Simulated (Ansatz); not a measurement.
# SiNHF3 (SMILES [NH][Si](F)(F)F) at UCAM-B3LYP/6-31G(d) (spherical functions)

What is the electronic atomisation energy of SiNHF3 at UCAM-B3LYP/6-31G* (spherical functions)? 

Program for the calculation: Ansatz 0.2.0.

86 further runs of the same task are left out: 2 that didn't finish, 84 set aside as unsound or not needed. Runs told in other sessions of the task aren't counted.

### Step 1. The system as given

The species is SiNHF3 (6 atoms), meant as a doublet with charge 0. SMILES: `[NH][Si](F)(F)F`. The shape is that of a PBE0-D4/def2-TZVP optimisation.

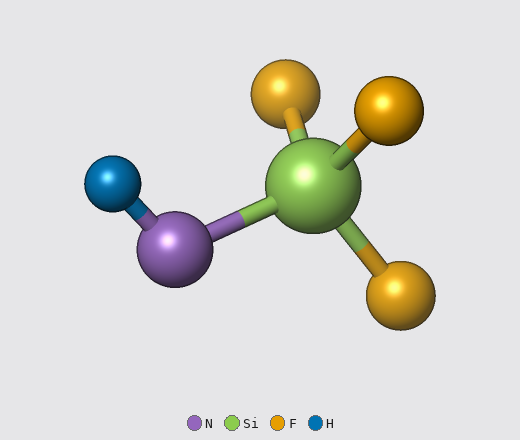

The structure, seen from a chosen angle (nitrogen purple, silicon green, fluorine amber, hydrogen blue).

### Step 2. The energy at UCAM-B3LYP/6-31G(d) (spherical functions)

Contents of job.yaml:

```yaml
basis:
  gaussian:
    orbitals: 6-31G_st_-spherical.json
crystal:
  periodic: [false, false, false]
  atoms:
    - {symbol: "N", position_ang: [-0.974500, 0.604600, 0.713900]}
    - {symbol: Si, position_ang: [0.193600, -0.089600, -0.346100]}
    - {symbol: F, position_ang: [-0.087100, 0.387600, -1.812600]}
    - {symbol: F, position_ang: [0.123100, -1.661400, -0.330200]}
    - {symbol: F, position_ang: [1.652300, 0.359600, 0.035600]}
    - {symbol: H, position_ang: [-0.865300, 0.335400, 1.693200]}
magnetization:
  spin_polarized: true
  initial_magnetization: 1
output:
  orbitals: {seedname: orbitals}
hamiltonian:
  xc: {name: CAM-B3LYP}
accuracy: high
```

The basis set 6-31G* is read from a file made from the Basis Set Exchange's data (not shown).

Run with:

```console
$ ansatz run job.yaml --threads 1 --pin off --max-ram 3480MiB --events-out events.jsonl --progress --plain --runs-dir runs
```

The log of the run:

```text
Warning: RAYON_NUM_THREADS=1 ignored (pool sized by the plan → 1); use --threads N
Functional definition: CAM-B3LYP
  name "CAM-B3LYP"
  parameter alpha = 0.19
  parameter beta = 0.46
  parameter omega = 0.33/bohr
  parameter ac = 0.81
  exchange = (1 - alpha - beta)*b88_x + beta*b88_x_sr(omega) + alpha*exact_x + beta*exact_x_lr(omega)
  correlation = (1 - ac)*vwn5_c + ac*lyp_c
1642 factors; integrals over basis functions are off by at most 3.9e-9 eV
356 factors; integrals over basis functions are off by at most 1.9e-9 eV
mean field evaluation 1: about -17530.7200 eV, gradient 3.6e1 eV
mean field evaluation 2: about -17530.3233 eV, gradient 4.0e1 eV
mean field evaluation 4: about -17534.9499 eV, gradient 9.8e-1 eV
mean field evaluation 8: about -17535.0948 eV, gradient 5.4e-2 eV
mean field evaluation 16: about -17535.0949 eV, gradient 6.3e-4 eV
mean field evaluation 32: about -17534.9960 eV, gradient 2.0e0 eV
mean field -17535.09488928 eV, -644.4028514669 hartree, gradient 9.7e-8 eV, S^2 0.752531; 2 other end points of the search recorded, 0 dependent functions left out
reference -17535.09490667 eV, -644.4028521058 hartree; 25, 24 occupied and 51, 52 virtual orbitals, 1642 factors
Total energy: -17535.09490667 eV, -644.4028521058 hartree
```

Wall time 15 s (1 thread of Arm Neoverse V1, shared host); peak memory 0.39 GiB.

### Step 3. The F atom, same level

Contents of job.yaml:

```yaml
crystal:
  periodic: [false, false, false]
  atoms:
    - symbol: F
      position_ang: [0.000000, 0.000000, 0.000000]
basis:
  gaussian: {orbitals: 6-31G_st_-spherical.json}
magnetization: {spin_polarized: true, initial_magnetization: 1}
accuracy: high
hamiltonian: {xc: {name: CAM-B3LYP}}
```

The basis set 6-31G* is read from a file made from the Basis Set Exchange's data (not shown).

Run the same way, it converges to -99.69061 Eh (log not shown).

### Step 4. The H atom at the same level

Contents of input.yaml:

```yaml
basis:
  gaussian: {orbitals: "6-31G*"}
crystal:
  periodic: [false, false, false]
  atoms:
    - {symbol: H, position_ang: [0.000000, 0.000000, 0.000000]}
magnetization: {spin_polarized: true, initial_magnetization: 1}
hamiltonian: {xc: {name: CAM-B3LYP}}
accuracy: high
```

Run the same way, it converges to -0.49683 Eh (log not shown).

### Step 5. The N atom

Contents of input.yaml:

```yaml
basis:
  gaussian: {orbitals: 6-31G_st_-spherical.json}
crystal:
  periodic: [false, false, false]
  atoms:
    - {symbol: "N", position_ang: [0.000000, 0.000000, 0.000000]}
total_charge: 0
magnetization: {spin_polarized: true, initial_magnetization: 3}
hamiltonian: {xc: {name: CAM-B3LYP}}
accuracy: high
```

The basis set 6-31G* is read from a file made from the Basis Set Exchange's data (not shown).

Run the same way, it converges to -54.56131 Eh (log not shown).

### Step 6. The Si atom, same level

Contents of job.yaml:

```yaml
crystal:
  periodic: [false, false, false]
  atoms:
    - symbol: Si
      position_ang: [0.000000, 0.000000, 0.000000]
basis:
  gaussian: {orbitals: 6-31G_st_-spherical.json}
accuracy: high
magnetization: {spin_polarized: true, initial_magnetization: 2}
hamiltonian: {xc: {name: CAM-B3LYP}}
```

The basis set 6-31G* is read from a file made from the Basis Set Exchange's data (not shown).

Run the same way, it converges to -289.35440 Eh (log not shown).

### Step 7. Summary of results

At UCAM-B3LYP/6-31G* (spherical functions):

| quantity | value |
| --- | --- |
| molecule: total energy | -644.40285 Eh |
| molecule: HOMO energy (highest over α and β) | -10.35 eV |
| molecule: LUMO energy (lowest over α and β) | -2.96 eV |
| molecule: ⟨S²⟩ | 0.753 |
| F atom: total energy | -99.69061 Eh |
| F atom: ⟨S²⟩ | 0.751 |
| H atom: total energy | -0.49683 Eh |
| H atom: ⟨S²⟩ | 0.750 |
| N atom: total energy | -54.56131 Eh |
| N atom: ⟨S²⟩ | 3.752 |
| Si atom: total energy | -289.35440 Eh |
| Si atom: ⟨S²⟩ | 2.002 |
| electronic atomisation energy | 24.993 eV |

Taking the molecule apart into free atoms costs 24.99 eV (2411 kJ/mol), before zero-point energy and without spin-orbit coupling.
